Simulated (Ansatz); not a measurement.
# ClH2InO: the cost of one run

All numbers below are computed with Ansatz 0.2.0 (RKS LDA/def2-SVP).

## 1. The starting structure

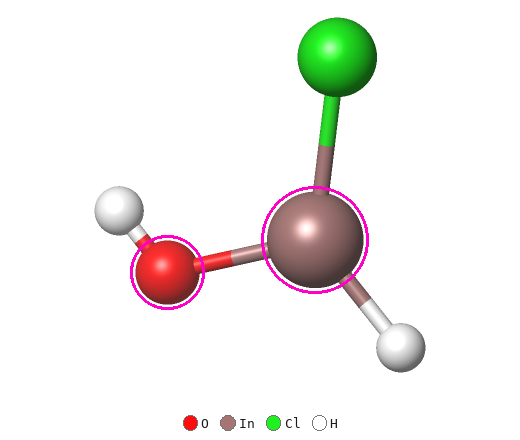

The starting structure, seen from a free direction (oxygen red, indium brown, chlorine green, hydrogen white). Ringed: O1, In2.

Structure file:

```xyz
5

O    -1.3040    0.1654   -0.5515
In    0.5078    0.3324    0.1094
Cl    1.2918   -1.6513    0.9463
H    -1.6870   -0.7086   -0.4679
H     1.1914    1.8621   -0.0362
```

## 2. Relaxing end A

input.yaml

```yaml
crystal:
  periodic: [false, false, false]
  atoms:
    - { symbol: O, position_ang: [-1.30402, 0.16541, -0.55154] }
    - { symbol: In, position_ang: [0.50782, 0.3324, 0.10939] }
    - { symbol: Cl, position_ang: [1.29181, -1.65134, 0.94632] }
    - { symbol: H, position_ang: [-1.68698, -0.70857, -0.46792] }
    - { symbol: H, position_ang: [1.19136, 1.8621, -0.03625] }
basis:
  gaussian: { orbitals: def2-SVP }
hamiltonian:
  xc: lda
relax:
  f_tol: 0.015
  max_steps: 40
```

On the command line:

```
ansatz run input.yaml --threads 1 --pin off --max-ram 2048MiB --backend cpu --events-out ev --progress --plain --runs-dir out
```

What time and memory should one allow on 1 thread of Arm Neoverse V2, shared host?

About 8.9 s, with a peak of 0.12 GiB.
